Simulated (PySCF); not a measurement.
# C4H16B2N2: NMR shifts at several levels of theory, part 1 of 2

How much do the NMR shifts of C4H16B2N2 (`C[N+]1(C)[BH2-][N+](C)(C)[BH2-]1`) depend on the level of theory, and what does each level cost?

Computed with PySCF 2.14.0, with density-fitted response routines of our own, on a single molecule in the gas phase. Atoms count from 0, in the outputs and in this text.

### 1 The starting structure

24 atoms, charge 0, multiplicity 1; geometry from: GFN2-xTB.

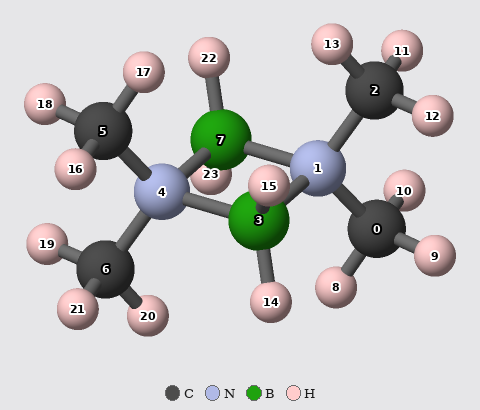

The starting geometry (carbon dark grey, nitrogen light blue, boron green, hydrogen pink), atoms numbered; sticks join atoms by distance.

### 2 Relaxing the molecule at PBE0-D3(BJ)/def2-SVP

What the job is given:

```
{"job": {"xc": "PBE0", "basis": "def2-SVP", "d3": "d3bj", "grid": 1, "kind": "geom"}, "charge": 0, "multiplicity": 1}
C      1.909260    -0.223160    -1.311570
N      1.148320    -0.061450    -0.082700
C      2.085140     0.009490     1.033140
B     -0.050540    -1.092920     0.113060
N     -1.148710     0.060930     0.077460
C     -1.909200     0.224460     1.311430
C     -2.085200    -0.010800    -1.033000
B      0.050620     1.092920    -0.113070
H      1.231560    -0.277920    -2.158480
H      2.500010    -1.142780    -1.277350
H      2.581840     0.624880    -1.459870
H      2.759740     0.861430     0.910720
H      2.677910    -0.906230     1.093250
H      1.540800     0.129620     1.965240
H     -0.154280    -1.834050    -0.807420
H     -0.006410    -1.637140     1.165850
H     -2.581840    -0.624880     1.459870
H     -1.231380     0.281820     2.158080
H     -2.500010     1.142780     1.277350
H     -2.677910     0.906230    -1.093250
H     -1.540980    -0.133520    -1.964840
H     -2.759740    -0.861430    -0.910720
H      0.154490     1.834040     0.807410
H      0.006210     1.637150    -1.165840
```

What it wrote:

```text
step   0  E = -320.70894912  max force = 0.015040
step   1  E = -320.71205586  max force = 0.003267
step   2  E = -320.71209176  max force = 0.000869
step   3  E = -320.71207834  max force = 0.000335
step   4  E = -320.71205750  max force = 0.000772
step   5  E = -320.71206905  max force = 0.000419
step   6  E = -320.71207665  max force = 0.000255
optimisation converged
```

It took 71 s on 8 threads of Intel Xeon Platinum 8259CL at 2.50GHz (Skylake/Cascade Lake), shared host.

Along the way:

```csv
step,energy from step 0 (eV),largest force component (eV/Å)
0,0.0000,0.7734
1,-0.0845,0.1680
2,-0.0855,0.0447
3,-0.0852,0.0172
4,-0.0846,0.0397
5,-0.0849,0.0215
6,-0.0851,0.0131
```

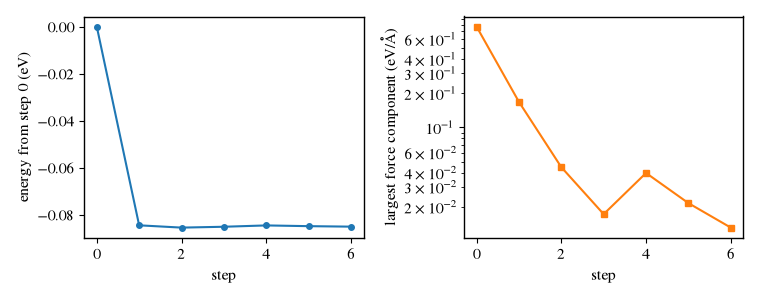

Energy and largest force along the relaxation.

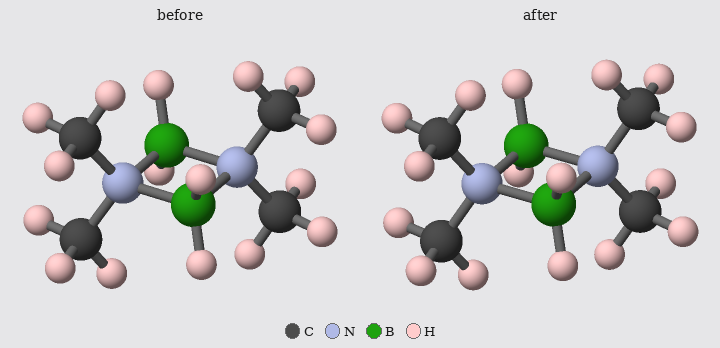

The geometry before (left) and after (right).

Distances of close pairs at the start and the end, largest changes first:

```csv
bond,before (Å),after (Å),change (Å)
B3–H15,1.186,1.219,+0.033
B7–H23,1.186,1.219,+0.033
B7–H22,1.186,1.219,+0.033
B3–H14,1.186,1.219,+0.033
C5–H17,1.086,1.096,+0.010
C0–H8,1.086,1.096,+0.010
C2–H13,1.086,1.096,+0.010
C6–H20,1.086,1.096,+0.010
```

The final coordinates are the input of the step that follows.

```csv
at the end point,value
point group (found at 0.08 Å tolerance),D2h
"rotational constants (GHz, main isotopes)","3.414, 1.481, 1.267"
dipole moment (D),0.00
```

### 3 Shielding tensors: PBE0/pcSseg-1

What the job is given:

```
{"job": {"kind": "nmr", "xc": "PBE0", "basis": "pcSseg-1", "pop": false}, "charge": 0, "multiplicity": 1}
C      1.919927    -0.208861    -1.319331
N      1.167368    -0.049086    -0.076027
C      2.084118     0.037376     1.059682
B     -0.038222    -1.085684     0.114299
N     -1.167407     0.049020     0.075342
C     -1.918832     0.208712     1.319318
C     -2.085196    -0.037217    -1.059571
B      0.038110     1.085510    -0.116028
H      1.229242    -0.272262    -2.167613
H      2.521554    -1.131399    -1.287390
H      2.589611     0.651966    -1.475656
H      2.755870     0.903220     0.945681
H      2.690051    -0.879977     1.133592
H      1.516106     0.155831     1.989148
H     -0.130529    -1.848087    -0.832278
H      0.008992    -1.638087     1.199841
H     -2.588106    -0.652299     1.476399
H     -1.227449     0.272419     2.167018
H     -2.520813     1.131038     1.287896
H     -2.690717     0.880441    -1.133073
H     -1.517955    -0.156084    -1.989449
H     -2.757250    -0.902723    -0.944810
H      0.130412     1.848819     0.829836
H     -0.009186     1.636882    -1.202076
```

With the program's defaults for keys left out, this is: GIAO PBE0/pcSseg-1 NMR shielding, non-relativistic, gas phase.

What it wrote:

```text
coarse grid: 18560 points
cycle   1  E = -320.7999753753  dE =  6.324e-01  |g| = 3.525e-01  |ddm| = 3.958e+00
cycle   2  E = -320.8128192442  dE = -1.284e-02  |g| = 3.120e-01  |ddm| = 7.580e-01
cycle   3  E = -320.8403984347  dE = -2.758e-02  |g| = 3.213e-02  |ddm| = 3.733e-01
cycle   4  E = -320.8406063748  dE = -2.079e-04  |g| = 1.855e-02  |ddm| = 5.823e-02
cycle   5  E = -320.8406764366  dE = -7.006e-05  |g| = 5.022e-03  |ddm| = 1.932e-02
cycle   6  E = -320.8406812346  dE = -4.798e-06  |g| = 7.372e-04  |ddm| = 3.824e-03
final grid: 175184 points
cycle   7  E = -320.8809940016  dE = -8.671e-05  |g| = 9.778e-03  |ddm| = 6.023e-02
cycle   8  E = -320.8809873604  dE =  6.641e-06  |g| = 1.099e-02  |ddm| = 2.162e-02
cycle   9  E = -320.8810191751  dE = -3.181e-05  |g| = 1.320e-03  |ddm| = 1.166e-02
cycle  10  E = -320.8810195093  dE = -3.342e-07  |g| = 3.050e-04  |ddm| = 1.144e-03
cycle  11  E = -320.8810195267  dE = -1.739e-08  |g| = 5.198e-05  |ddm| = 2.624e-04
cycle  12  E = -320.8810195272  dE = -5.383e-10  |g| = 2.104e-05  |ddm| = 7.913e-05
converged SCF energy = -320.8810195272

GIAO shielding tensors (ppm)
atom      isotropic    diamagn.    paramagn.     s11        s22        s33       span
  0 C      130.657     245.487    -114.829    103.201    113.844    174.927     71.725
  1 N      245.194     324.916     -79.722    223.148    238.780    273.652     50.504
  2 C      130.688     245.484    -114.796    103.257    113.852    174.954     71.697
  3 B      100.506     196.667     -96.161     88.962     97.310    115.248     26.287
  4 N      245.194     324.915     -79.722    223.149    238.780    273.652     50.504
  5 C      130.660     245.490    -114.831    103.241    113.816    174.923     71.682
  6 C      130.685     245.480    -114.795    103.217    113.880    174.957     71.740
  7 B      100.507     196.667     -96.160     88.962     97.310    115.248     26.287
  8 H       28.587      31.267      -2.680     24.230     27.646     33.886      9.655
  9 H       29.105      29.894      -0.789     25.605     26.472     35.239      9.635
 10 H       29.106      29.885      -0.779     25.597     26.474     35.247      9.650
 11 H       29.106      29.885      -0.779     25.599     26.473     35.247      9.648
 12 H       29.105      29.892      -0.786     25.604     26.473     35.239      9.636
 13 H       28.588      31.266      -2.678     24.227     27.649     33.889      9.661
 14 H       28.295      34.597      -6.302     25.014     29.810     30.061      5.047
 15 H       28.296      34.600      -6.304     25.014     29.814     30.061      5.048
 16 H       29.106      29.888      -0.782     25.598     26.474     35.247      9.649
 17 H       28.587      31.270      -2.684     24.229     27.648     33.884      9.655
 18 H       29.106      29.896      -0.790     25.605     26.473     35.240      9.635
 19 H       29.105      29.890      -0.785     25.603     26.473     35.239      9.636
 20 H       28.589      31.263      -2.674     24.229     27.647     33.891      9.662
 21 H       29.106      29.883      -0.777     25.598     26.473     35.247      9.649
 22 H       28.295      34.596      -6.301     25.014     29.813     30.059      5.045
 23 H       28.296      34.601      -6.305     25.014     29.810     30.063      5.049
```

Wall time 27 s (8 threads of Intel Xeon Platinum 8259CL at 2.50GHz (Skylake/Cascade Lake), shared host).

The references, computed at this level on geometries of the same kind, shield at (ppm): ¹H TMS 31.27, ¹³C TMS 184.4, ¹⁵N NH3 265.7, ¹¹B BF3·OEt2 100.7. Their shielding less the atom's gives the shift. The references are single molecules in the gas phase, so shifts against H2O, NH3, PH3, H3PO4 or CFCl3 are not on the usual liquid scales and can be off by tens of ppm. Atoms listed in one row are averaged.

```csv
atoms,environment,σ (ppm),δ (ppm),δ scaled to CDCl3
"C0, C2, C5, C6",methyl carbon bonded to N,130.7,53.7,51.7
"H14, H15, H22, H23","hydrogen on a boron bonded to 2 N, in a 4-membered ring",28.30,2.97,–
"H8, H9, H10, H11, H12 and 7 more",hydrogen on a methyl carbon bonded to N,28.93,2.33,2.43
"N1, N4",donor nitrogen of a Lewis adduct,245.2,20.5,–
"B3, B7","boron bonded to 2 N, 2 H, in a 4-membered ring",100.5,0.2,–
```

The scaled column applies a straight-line fit of computed shieldings to shifts measured in CDCl3 (root-mean-square error 0.21 ppm for H, 2.0 ppm for C).

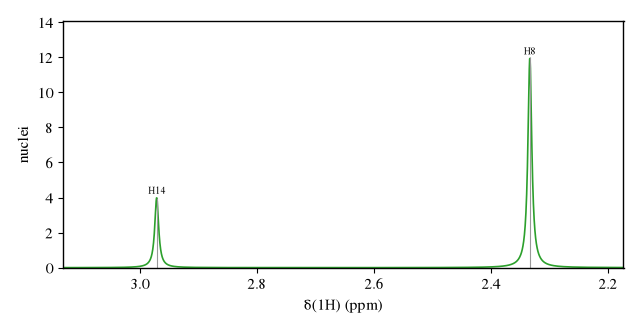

¹H lines at the computed shifts, without couplings. Lines are broadened to a width of 0.01 ppm (Lorentzian).

Ring of atoms N1, B3, N4, B7: NICS(0) -8.4, NICS(1) -0.8, NICS(1)zz 0.7 ppm (means of both faces). The ring holds saturated atoms, so no π current runs round it: these values come from its σ bonds, any local π bonds and neighbouring rings, and say nothing of aromaticity.

### 4 Nuclear shieldings: PBE/pcSseg-1

The job, as its differences from that of step 3:

```diff
@@ -1,2 +1,2 @@
-{"job": {"kind": "nmr", "xc": "PBE0", "basis": "pcSseg-1", "pop": false}, "charge": 0, "multiplicity": 1}
+{"job": {"kind": "nmr", "xc": "PBE", "basis": "pcSseg-1", "pop": false}, "charge": 0, "multiplicity": 1}
 C      1.919927    -0.208861    -1.319331
```

With the program's defaults for keys left out, this is: GIAO PBE/pcSseg-1 NMR shielding, non-relativistic, gas phase.

What it wrote:

```text
coarse grid: 18560 points
cycle   1  E = -320.6686079520  dE =  3.623e-01  |g| = 5.501e-01  |ddm| = 4.034e+00
cycle   2  E = -320.5936290945  dE =  7.498e-02  |g| = 7.548e-01  |ddm| = 1.551e+00
cycle   3  E = -320.7635306609  dE = -1.699e-01  |g| = 9.796e-02  |ddm| = 1.056e+00
cycle   4  E = -320.7653904797  dE = -1.860e-03  |g| = 5.475e-02  |ddm| = 1.584e-01
cycle   5  E = -320.7659624708  dE = -5.720e-04  |g| = 4.547e-03  |ddm| = 3.652e-02
cycle   6  E = -320.7659647981  dE = -2.327e-06  |g| = 3.117e-03  |ddm| = 6.502e-03
final grid: 175184 points
cycle   7  E = -320.8214205743  dE = -9.980e-05  |g| = 1.824e-02  |ddm| = 8.097e-02
cycle   8  E = -320.8213002819  dE =  1.203e-04  |g| = 2.803e-02  |ddm| = 4.165e-02
cycle   9  E = -320.8215050634  dE = -2.048e-04  |g| = 2.619e-03  |ddm| = 2.838e-02
cycle  10  E = -320.8215064039  dE = -1.341e-06  |g| = 7.765e-04  |ddm| = 2.735e-03
cycle  11  E = -320.8215065190  dE = -1.150e-07  |g| = 7.750e-05  |ddm| = 5.601e-04
cycle  12  E = -320.8215065201  dE = -1.139e-09  |g| = 4.376e-05  |ddm| = 1.615e-04
cycle  13  E = -320.8215065207  dE = -5.409e-10  |g| = 2.945e-06  |ddm| = 5.434e-05
converged SCF energy = -320.8215065207

GIAO shielding tensors (ppm)
atom      isotropic    diamagn.    paramagn.     s11        s22        s33       span
  0 C      124.511     245.770    -121.260     95.954    106.704    170.875     74.922
  1 N      234.941     323.247     -88.305    211.630    227.573    265.621     53.991
  2 C      124.542     245.767    -121.225     96.011    106.712    170.903     74.892
  3 B       95.249     198.270    -103.021     83.794     91.184    110.768     26.974
  4 N      234.941     323.247     -88.305    211.630    227.572    265.621     53.991
  5 C      124.514     245.774    -121.260     95.996    106.674    170.871     74.875
  6 C      124.539     245.764    -121.225     95.968    106.741    170.907     74.939
  7 B       95.249     198.270    -103.021     83.795     91.184    110.768     26.974
  8 H       28.472      31.558      -3.085     24.405     27.499     33.513      9.108
  9 H       28.981      29.867      -0.886     25.714     26.417     34.812      9.098
 10 H       28.982      29.858      -0.876     25.706     26.419     34.820      9.113
 11 H       28.982      29.858      -0.876     25.708     26.417     34.819      9.111
 12 H       28.981      29.864      -0.883     25.714     26.418     34.812      9.099
 13 H       28.473      31.557      -3.083     24.402     27.502     33.516      9.114
 14 H       28.071      34.726      -6.655     24.833     29.349     30.031      5.198
 15 H       28.073      34.729      -6.657     24.833     29.353     30.032      5.200
 16 H       28.982      29.860      -0.879     25.707     26.419     34.819      9.112
 17 H       28.472      31.561      -3.090     24.403     27.501     33.511      9.108
 18 H       28.981      29.868      -0.887     25.715     26.418     34.812      9.098
 19 H       28.981      29.863      -0.882     25.713     26.417     34.812      9.099
 20 H       28.474      31.553      -3.079     24.403     27.501     33.518      9.115
 21 H       28.982      29.856      -0.874     25.708     26.418     34.820      9.112
 22 H       28.071      34.725      -6.654     24.833     29.352     30.029      5.197
 23 H       28.072      34.730      -6.658     24.833     29.349     30.034      5.201
```

Run time: 24 s. Hardware: 8 threads of Intel Xeon Platinum 8259CL at 2.50GHz (Skylake/Cascade Lake), shared host.

In short: δ C0 55.5, N1 30.1, B3 -0.5, H14 3.13, H8 2.39 ppm (means over like atoms).

(Continued in part 2 of 2.)
